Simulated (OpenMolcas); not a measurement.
# triplet AlNH4O2 at 4 levels

We compute a comparison of 4 runs (UHF/6-311+G**, UB3LYP/6-31G*, UM06-L/6-311+G**, UPBE0/6-311+G**) of triplet AlNH4O2. 

The calculation is run with OpenMolcas 26.06.

## Step 1: The system as given

AlNH4O2 has 8 atoms, charge 0, and is taken as a triplet. As SMILES of the parent species, `[NH2][Al]([OH])[OH]`. Geometry: relaxed at PBE0-D4/def2-TZVP. This is one conformer, not always the lowest. That shape belongs to the parent species and isn't relaxed for this state.

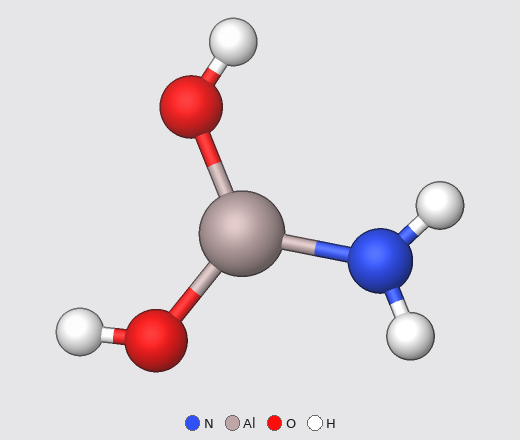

Viewed from a chosen angle; nitrogen blue, aluminium light grey, oxygen red, hydrogen white.

## Step 2: A single-point energy at UHF/6-311+G(d,p) (run 1)

test.input

```
&GATEWAY
  BasLib=$CurrDir
  BasisSet
  N.6-311pGss....
  N1 -0.453400 1.370900 0.159000 angstrom
  End of Basis
  BasisSet
  Al.6-311pGss....
  Al2 0.021900 -0.314300 -0.015200 angstrom
  End of Basis
  BasisSet
  O.6-311pGss....
  O3 1.569400 -0.806100 -0.500900 angstrom
  O4 -1.140100 -1.496100 0.324200 angstrom
  End of Basis
  BasisSet
  H.6-311pGss....
  H5 0.132800 2.170000 -0.009000 angstrom
  H6 -1.372600 1.662000 0.447700 angstrom
  H7 2.287000 -0.213800 -0.712700 angstrom
  H8 -0.952800 -2.429800 0.251200 angstrom
  End of Basis

&SEWARD

&SCF
  UHF
  Spin=3
  Thresholds=1e-10 1e-07 1e-07 1e-05
  PrOrbitals=1
```

The basis set 6-311+G** is read from a file made from the Basis Set Exchange's data (not shown).

The run is started by

```console
$ export MOLCAS_MEM=1860
$ pymolcas test.input > test.log
```

Standard output:

```text
--- Start Module: gateway ---
[...]
--- Stop Module: gateway /rc=_RC_ALL_IS_WELL_ ---
--- Start Module: seward ---
[...]
      Basis functions          120
--- Stop Module: seward /rc=_RC_ALL_IS_WELL_ ---
[...]
--- Start Module: scf ---
[...]
       Convergence after  23 Iterations
[...]
::    Total SCF energy                               -448.4784622104
[...]
      Total spin, S                                     1.0026403020
[...]
      Dipole Moment (debye):
      Origin of the operator (angstrom)=    0.0156   -0.3235   -0.0134
                   X= -4.5725E-01               Y=  1.2347E+00               Z=  1.6107E-01           Total=  1.3265E+00
      Quadrupole Moment (debye*angstrom):
[...]
--- Stop Module: scf /rc=_RC_ALL_IS_WELL_ ---
[...]
```

Wall time 36 s (1 thread of Intel Xeon Platinum 8259CL at 2.50GHz (Skylake/Cascade Lake), shared host); peak memory 0.76 GiB.

## Step 3: A single-point energy at UB3LYP/6-31G(d) (Cartesian functions) (run 2)

coord.xyz

```xyz
8

N     -0.453400     1.370900     0.159000
Al     0.021900    -0.314300    -0.015200
O      1.569400    -0.806100    -0.500900
O     -1.140100    -1.496100     0.324200
H      0.132800     2.170000    -0.009000
H     -1.372600     1.662000     0.447700
H      2.287000    -0.213800    -0.712700
H     -0.952800    -2.429800     0.251200
```

test.inp

```
&GATEWAY
 BasLib = $CurrDir
 Coord = coord.xyz
 Basis = 6-31Gs
 Group = NoSym

&SEWARD
 GridInput
 Grid=UltraFine
 End of Grid

&SCF
 UHF
 Spin = 3
 KSDFT = B3LYP
 Thresholds = 1e-10 1e-07 1e-07 1e-05
 PrOrbitals = 1 1
```

The basis set 6-31G* is read from a file made from the Basis Set Exchange's data (not shown).

The run is started by

```console
$ export MOLCAS_MEM=1860
$ pymolcas test.inp > test.log
```

Standard output:

```text
--- Start Module: gateway ---
[...]
--- Stop Module: gateway /rc=_RC_ALL_IS_WELL_ ---
--- Start Module: seward ---
[...]
      Basis functions           72
--- Stop Module: seward /rc=_RC_ALL_IS_WELL_ ---
[...]
--- Start Module: scf ---
[...]
       Convergence after  26 Iterations
[...]
::    Total KS-DFT energy                            -449.9679728873
[...]
      Total spin, S                                     1.0010013886
[...]
      Total electronic charge=   40.000000
      Total            charge=   -0.000000
[...]
      Dipole Moment (debye):
      Origin of the operator (angstrom)=    0.0156   -0.3235   -0.0134
                   X= -2.0562E-01               Y=  3.1967E+00               Z=  1.1575E-01           Total=  3.2054E+00
      Quadrupole Moment (debye*angstrom):
[...]
--- Stop Module: scf /rc=_RC_ALL_IS_WELL_ ---
[...]
```

Run time: 56 s. Hardware: 1 thread of Intel Xeon Platinum 8259CL at 2.50GHz (Skylake/Cascade Lake), shared host; peak memory 0.42 GiB.

## Step 4: The energy at UM06-L/6-311+G(d,p) (run 3)

calc.inp

```
&GATEWAY
 BasLib=$CurrDir
 Coord
 8
 angstrom
 N       -0.453400       1.370900       0.159000
 Al       0.021900      -0.314300      -0.015200
 O        1.569400      -0.806100      -0.500900
 O       -1.140100      -1.496100       0.324200
 H        0.132800       2.170000      -0.009000
 H       -1.372600       1.662000       0.447700
 H        2.287000      -0.213800      -0.712700
 H       -0.952800      -2.429800       0.251200
 Basis=6-311pGss
 Group=NoSym

&SEWARD
 GridInput
 Grid=UltraFine
 End of Grid

&SCF
 UHF
 Spin=3
 KSDFT=M06L
 Thresholds=1e-10 1e-07 1e-07 1e-05
 PrOrbitals=0
```

The basis set 6-311+G** is read from a file made from the Basis Set Exchange's data (not shown).

The run is started by

```console
$ export MOLCAS_MEM=1860
$ pymolcas calc.inp > calc.log
```

Standard output:

```text
--- Start Module: gateway ---
[...]
--- Stop Module: gateway /rc=_RC_ALL_IS_WELL_ ---
--- Start Module: seward ---
[...]
      Basis functions          120
--- Stop Module: seward /rc=_RC_ALL_IS_WELL_ ---
[...]
--- Start Module: scf ---
[...]
       Convergence after  48 Iterations
[...]
::    Total KS-DFT energy                            -450.0163126713
[...]
      Total spin, S                                     1.0016662960
[...]
      Total electronic charge=   40.000000
      Total            charge=   -0.000000
[...]
      Dipole Moment (debye):
      Origin of the operator (angstrom)=    0.0156   -0.3235   -0.0134
                   X= -3.4205E-02               Y=  1.4667E+00               Z=  3.4526E-02           Total=  1.4675E+00
      Quadrupole Moment (debye*angstrom):
[...]
--- Stop Module: scf /rc=_RC_ALL_IS_WELL_ ---
[...]
```

It took 5.1 min on 1 thread of Intel Xeon Platinum 8259CL at 2.50GHz (Skylake/Cascade Lake), shared host; peak memory 0.76 GiB.

## Step 5: The energy at UPBE0/6-311+G(d,p) (run 4)

input.xyz

```xyz
8

N     -0.453400     1.370900     0.159000
Al     0.021900    -0.314300    -0.015200
O      1.569400    -0.806100    -0.500900
O     -1.140100    -1.496100     0.324200
H      0.132800     2.170000    -0.009000
H     -1.372600     1.662000     0.447700
H      2.287000    -0.213800    -0.712700
H     -0.952800    -2.429800     0.251200
```

job.input

```
* AlH4NO2 Kohn-Sham DFT
>>> EXPORT MOLCAS_PRINT=2

&GATEWAY
 BasLib=$CurrDir
 Coord=input.xyz
 Basis=6-311pGss
 Group=NoSym

&SEWARD
 GridInput
 Grid=UltraFine
 End of Grid

&SCF
 UHF
 Spin=3
 KSDFT=PBE0
 Thresholds=1e-10 1e-07 1e-07 1e-05
 PrOrbitals=1 1
```

The basis set 6-311+G** is read from a file made from the Basis Set Exchange's data (not shown).

The run is started by

```console
$ export MOLCAS_MEM=1860
$ pymolcas job.input > job.log
```

Standard output:

```text
--- Start Module: gateway ---
[...]
--- Stop Module: gateway /rc=_RC_ALL_IS_WELL_ ---
--- Start Module: seward ---
[...]
      Basis functions          120
--- Stop Module: seward /rc=_RC_ALL_IS_WELL_ ---
[...]
--- Start Module: scf ---
[...]
       Convergence after  25 Iterations
[...]
::    Total KS-DFT energy                            -449.7271917409
[...]
      Total spin, S                                     1.0009611335
[...]
      Total electronic charge=   40.000000
      Total            charge=   -0.000000
[...]
      Dipole Moment (debye):
      Origin of the operator (angstrom)=    0.0156   -0.3235   -0.0134
                   X= -3.2758E-01               Y=  2.3546E+00               Z=  1.3953E-01           Total=  2.3814E+00
      Quadrupole Moment (debye*angstrom):
[...]
--- Stop Module: scf /rc=_RC_ALL_IS_WELL_ ---
[...]
```

It took 1.9 min on 1 thread of Intel Xeon Platinum 8259CL at 2.50GHz (Skylake/Cascade Lake), shared host; peak memory 0.76 GiB.

## Step 6: The series

```
run                                level  Cartesian functions  integration grid  energy (Eh)  dipole moment (D)  HOMO energy (eV)   ⟨S²⟩  wall time
  1                        UHF/6-311+G**                   no                 –  -448.478462               1.33             -4.05  2.008       36 s
  2  UB3LYP/6-31G* (Cartesian functions)                  yes         UltraFine  -449.967973               3.21             -2.18  2.003       56 s
  3                     UM06-L/6-311+G**                   no         UltraFine  -450.016313               1.47             -2.29  2.005    5.1 min
  4                      UPBE0/6-311+G**                   no         UltraFine  -449.727192               2.38             -3.10  2.003    1.9 min
```

## Step 7: Summary of results

| quantity | value |
| --- | --- |
| run 4: total energy | -449.72719 Eh |
| run 4: dipole moment | 2.38 D |
| run 4: HOMO energy (highest over α and β) | -3.10 eV |
| run 4: ⟨S²⟩ | 2.003 |

**Reading.** The dipole moment (its size) runs from 1.33 D (UHF/6-311+G**) to 3.21 D (UB3LYP/6-31G*). The two ends differ in method and basis. Totals of different functionals can't be ranked against each other. All runs together took 8.5 min, the longest 5.1 min.
